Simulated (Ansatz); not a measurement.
The calculation's input:

```
basis:
  gaussian:
    orbitals: def2-TZVPD
crystal:
  periodic: [false, false, false]
  atoms:
    - {symbol: C, position_ang: [0.323976, 1.535179, 3.885648]}
    - {symbol: B, position_ang: [0.779840, 0.591649, 1.465275]}
    - {symbol: F, position_ang: [1.648376, -0.395691, 1.303484]}
    - {symbol: N, position_ang: [0.549461, 1.089009, 2.801725]}
    - {symbol: H, position_ang: [0.198858, 1.059965, 0.517604]}
magnetization:
  spin_polarized: false
hamiltonian:
  xc: {name: PBE0}
output:
  forces: true
  orbitals: {seedname: orbitals}
```

Launched as:

```sh
ansatz run input.yaml --threads 1 --pin off --max-ram 2610MiB --events-out events.jsonl --progress --plain --runs-dir runs
```

Geometry: BLYP-D3(BJ)/def2-SVP.

Computed with isolated molecule in a Gaussian basis; Kohn-Sham density functional theory, functional PBE0 (Ansatz 0.2.0).

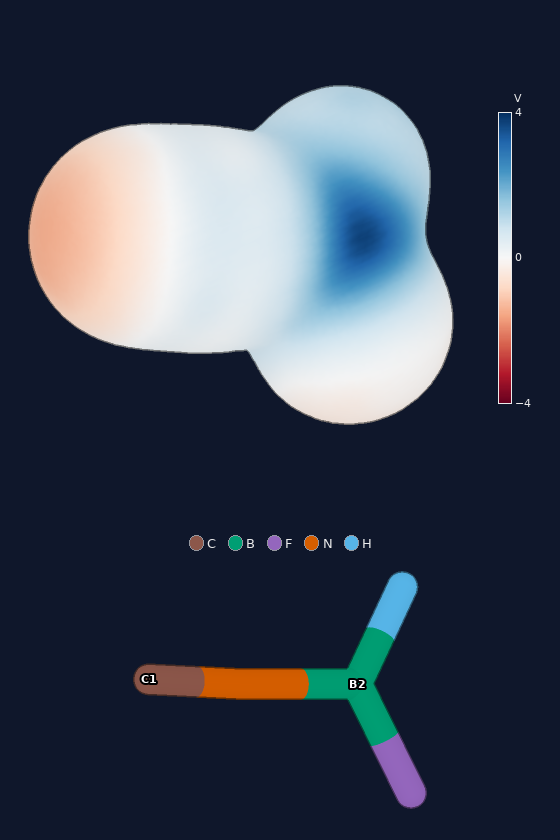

CHBFN (SMILES [C-]#[N+]BF). The electrostatic potential painted on the density surface at 0.004 e/bohr³, seen at a tilt; the colour scale runs from red (negative) to blue (positive). The bare structure is drawn below in the same view.

### Where is the surface potential most negative and most positive?

The most negative region (about −1.4 V) lies over C1, the most positive (about +3.6 V) over B2.

### How polar is the molecule by this calculation?

Its dipole moment is 1.85 D.
